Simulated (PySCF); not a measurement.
# WBr2: structure of the triplet

Aim: relax WBr2 as a triplet from a linear start, check by its vibrations whether the end is a minimum, and collect its spectrum and constants.

Computed with PySCF 2.14.0. Level: PBE0, basis W def2-TZVP with ECP60, Br def2-TZVP, scalar-relativistic core potentials, no spin–orbit coupling, density fitting.

## (1) Where the work starts

3 atoms, charge 0, spin multiplicity 3.

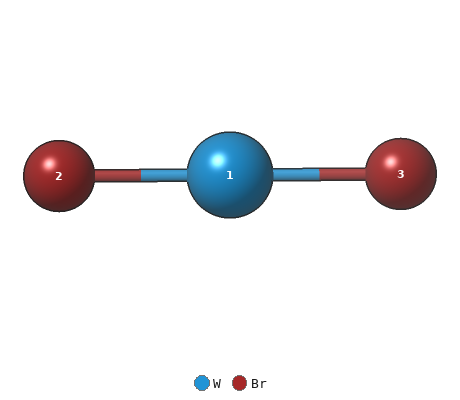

Start geometry, drawn with tungsten blue, bromine red; atoms are numbered from 1 in the order of the file.

```xyz
3
charge 0 multiplicity 3
W     0.0000    0.0000    0.0000
Br    0.0000    0.0000    2.5100
Br    0.0000    0.0000   -2.5100
```

## (2) Finding the electronic state

One driver script runs all steps and calls PySCF; scf.py shows how it sets up the SCF of each step. The optimiser is the driver's own. After this first run the driver tries any further starts and a stability analysis.

Input file scf.py:

```python
from pyscf import gto, scf, dft
mol = gto.M(atom='''
W      0.000000     0.000000     0.000000
Br     0.000000     0.000000     2.510000
Br     0.000000     0.000000    -2.510000''',
    basis={'W': 'def2-TZVP', 'Br': 'def2-TZVP'},
    ecp={'W': 'def2-TZVP'},
    charge=0, spin=2)
mf = dft.UKS(mol, xc='PBE0')
mf.grids.atom_grid = (50, 194)
aux = {'W': 'def2-universal-JKFIT', 'Br': 'def2-universal-JKFIT'}
mf = mf.density_fit(auxbasis=aux)
mf.conv_tol = 1e-08
mf.diis_space = 10
mf.max_cycle = 60
mf.init_guess = 'minao'
mf.verbose = 4
mf.kernel()
```

Run with:

```console
$ OMP_NUM_THREADS=4 python axn.py task.json out
```

Standard output:

```text
init E= -5194.01368146255
[... the frontier-level lines of each cycle are left out ...]
cycle= 1 E= -5214.73273495479  delta_E= -20.7  |g|= 0.401  |ddm|= 4.87
cycle= 2 E= -5214.48021117759  delta_E= 0.253  |g|= 0.74  |ddm|= 0.987
cycle= 3 E= -5214.76168785639  delta_E= -0.281  |g|= 0.24  |ddm|= 0.87
cycle= 4 E= -5214.79159587361  delta_E= -0.0299  |g|= 0.0255  |ddm|= 0.239
cycle= 5 E= -5214.79195311223  delta_E= -0.000357  |g|= 0.00439  |ddm|= 0.0328
cycle= 6 E= -5214.79197835832  delta_E= -2.52e-05  |g|= 0.00138  |ddm|= 0.0096
cycle= 7 E= -5214.79198299788  delta_E= -4.64e-06  |g|= 0.000693  |ddm|= 0.00388
cycle= 8 E= -5214.79198433896  delta_E= -1.34e-06  |g|= 0.000268  |ddm|= 0.00232
cycle= 9 E= -5214.79198452691  delta_E= -1.88e-07  |g|= 0.000174  |ddm|= 0.00115
cycle= 10 E= -5214.79198454968  delta_E= -2.28e-08  |g|= 7.62e-06  |ddm|= 0.000272
cycle= 11 E= -5214.79198454978  delta_E= -9.73e-11  |g|= 2.73e-06  |ddm|= 2.79e-05
Extra cycle  E= -5214.79198454977  delta_E= 1.27e-11  |g|= 5.94e-06  |ddm|= 1.24e-05
converged SCF energy = -5214.79198454977  <S^2> = 2.027301  2S+1 = 3.0181458
```

This step, with its further starts and checks, ran for 42 s (4 threads of Arm Neoverse V1, shared host).

Energies from each starting density:

```
                      start   energy (Eh)
    the minimal-basis guess  -5214.791985
a thermally smeared density  -5214.791985
      a smeared PBE density  -5214.791985
```

This is not the lowest solution: one lies 10.1 kJ/mol lower, at -5214.79582 Eh, and the relaxation starts from that.

## (3) Relaxation: linear start, triplet

The program finds D∞h symmetry in the start, which this walk keeps. Threshold on the gradient: 0.0003 Eh/bohr, with a further test on the energy change.

scf.py: that of step 2 with these lines changed.

```diff
@@ -16 +15,0 @@
-mf.init_guess = 'minao'
```

Steps of the walk:

```
step   energy (Eh)  change (kJ/mol)  largest symmetric gradient (Eh/bohr)
   0  -5214.795821             0.00                               0.03149
   1  -5214.803249           -19.50                               0.01623
   2  -5214.805804           -26.21                               0.00225
   3  -5214.805818           -26.25                               0.00146
   4  -5214.805830           -26.28                               0.00002
```

The walk took 28 s.

Positions (Å) and forces (eV/Å) along the way:

```
step 0
W    0.000   0.000   0.000   0.000   0.000   0.000
Br   0.000   0.000   2.510   0.000  -0.001  -1.619
Br   0.000   0.000  -2.510   0.000   0.001   1.619
step 1
W    0.000   0.000   0.000   0.000   0.000   0.000
Br   0.000   0.000   2.429   0.000   0.000  -0.835
Br   0.000   0.000  -2.429   0.000   0.000   0.835
step 2
W    0.000   0.000   0.000   0.000   0.000   0.000
Br   0.000   0.000   2.346   0.000   0.000   0.116
Br   0.000   0.000  -2.346   0.000   0.000  -0.116
step 3
W    0.000   0.000   0.000   0.000   0.000   0.000
Br   0.000   0.000   2.356   0.000   0.000  -0.075
Br   0.000   0.000  -2.356   0.000   0.000   0.075
step 4
W    0.000   0.000   0.000   0.000   0.000   0.000
Br   0.000   0.000   2.352   0.000   0.000  -0.001
Br   0.000   0.000  -2.352   0.000   0.000   0.001
```

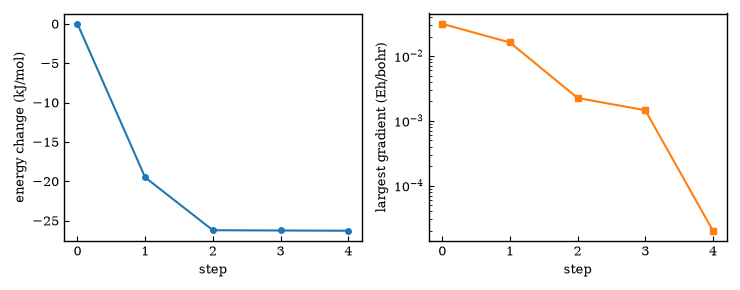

How energy and gradient fall.

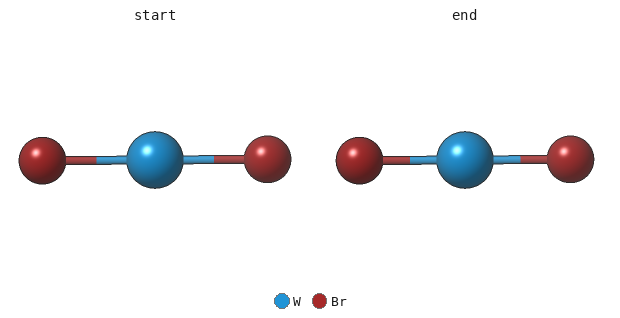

Start and end of the relaxation.

After 4 steps and 26.3 kJ/mol it ends at D∞h: W–Br 2.352 Å (×2); Br–W–Br 180.0°.

## (4) Hessian and properties

The point is checked on the finer grid, and tightened if its gradient asks for it. The Hessian and the dipole derivatives come from central differences of analytic gradients, with steps of 0.02 bohr.

scf.py: that of step 3 with these lines changed.

```diff
@@ -3,3 +3,3 @@
-W      0.000000     0.000000     0.000000
-Br     0.000000     0.000000     2.510000
-Br     0.000000     0.000000    -2.510000''',
+W     -0.000000     0.000000    -0.000000
+Br    -0.000000     0.000000     2.352137
+Br     0.000000     0.000000    -2.352137''',
@@ -10 +10 @@
-mf.grids.atom_grid = (50, 194)
+mf.grids.atom_grid = (75, 302)
@@ -13 +13 @@
-mf.conv_tol = 1e-08
+mf.conv_tol = 1e-10
```

The driver hands on the density of the step before, so the log starts near convergence.

SCF at the final geometry:

```text
init E= -5214.80569895088
[... the frontier-level lines of each cycle are left out ...]
cycle= 1 E= -5214.8056989509  delta_E= -2.36e-11  |g|= 1.94e-06  |ddm|= 1.05e-05
Extra cycle  E= -5214.80569895091  delta_E= -1.27e-11  |g|= 3.52e-06  |ddm|= 1.12e-05
converged SCF energy = -5214.80569895091  <S^2> = 2.0239306  2S+1 = 3.0159115
```

The whole step took 44 s.

Geometry: D∞h; W–Br 2.352 Å (×2); Br–W–Br 180.0°.

Modes, for the most abundant isotopes:

| symmetry | ω (cm⁻¹) | IR (km/mol) | μ (u) | type |
| --- | --- | --- | --- | --- |
| πu | 28 | 0.0 | 107.18 | bend |
| σg+ | 255 | 0.0 | 78.92 | stretch |
| σu+ | 306 | 75.7 | 107.18 | stretch |

μ is the mass of the mode for normalised Cartesian displacements, not the reduced mass of the usual diatomic formula.

No imaginary mode, so this is a minimum.

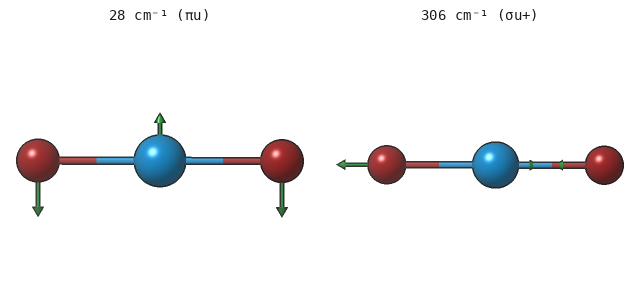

Displacements of 2 of the modes, as arrows (one member where a mode is degenerate).

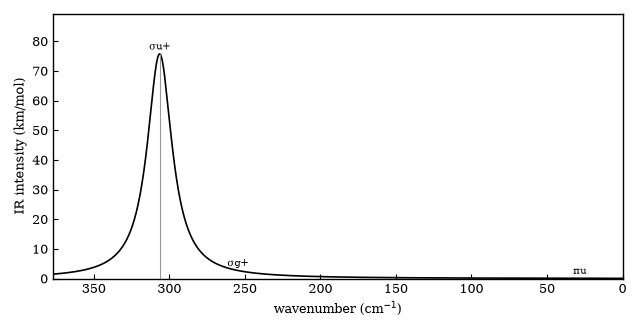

The harmonic infrared spectrum (widths in cm⁻¹). Lines are broadened to a width of 20 cm⁻¹ (Lorentzian).

Properties at this point:

```
Dipole moment                                                   : 0.00 D
Highest occupied level                                          : -5.71 eV
Lowest empty level                                              : -3.73 eV
Rotational constants                                            : 0.0193 cm⁻¹
Zero-point energy                                               : 3.7 kJ/mol
Principal polarisabilities                                      : 70.1, 70.1, 128.2 bohr³
Atomisation energy without zero-point energy                    : 714 kJ/mol
Principal traceless quadrupole moments about the centre of mass : -1.70, -1.70, 3.39 D Å
Entropy at 298.15 K and 1 bar (electronic part: spin only)      : 333.1 J/(mol K)
Heat capacity Cp at 298.15 K                                    : 60.0 J/(mol K)
Enthalpy at 298.15 K above 0 K                                  : 15.65 kJ/mol
Rotational symmetry number                                      : 2
Spin squared ⟨S²⟩                                               : 2.024
```

Populations by atom (charges in e):

```tsv
atom	Mulliken	Löwdin	polar tensor	spin (Mulliken)	Mayer order to W1
W1	0.50	-0.28	0.86	2.19	–
Br2,3	-0.25	0.14	-0.43	-0.10	1.29
```

Mulliken populations on W1 (outside its core potential): s 3.27, p 6.23, d 3.96, f 0.04.

## (5) Results

| quantity | value |
| --- | --- |
| minimum | triplet, D∞h |
| geometry | W–Br 2.352 Å (×2); Br–W–Br 180.0° |
| wavenumbers (cm⁻¹) | 28 (πu), 255 (σg+), 306 (σu+) |
| dipole moment | 0.00 D |
| highest occupied, lowest empty level (either spin) | -5.71, -3.73 eV |
| polar-tensor charge of W1 | +0.86 e |
| zero-point energy | 3.7 kJ/mol |
| entropy at 298.15 K | 333.1 J/(mol K) |
| atomisation energy (no zero-point energy) | 714 kJ/mol |
| ⟨S²⟩ | 2.024 |

In words: The linear start keeps its D∞h symmetry and ends in a minimum. The strongest infrared band lies at 306 cm⁻¹ (σu+, stretch). The dipole vanishes although W1 carries +0.9 e by the polar tensor: the bond dipoles cancel. Most of the spin sits on W1 (Mulliken spin 2.19, against 2 for the whole molecule). The first SCF alone would have been 10 kJ/mol too high. Other starts or spin states, not run here, may lie lower. One determinant may miss the lowest occupation of an open d or f shell. Spin–orbit coupling, left out here, can matter for elements this heavy.

The search up to here took 1.9 min.
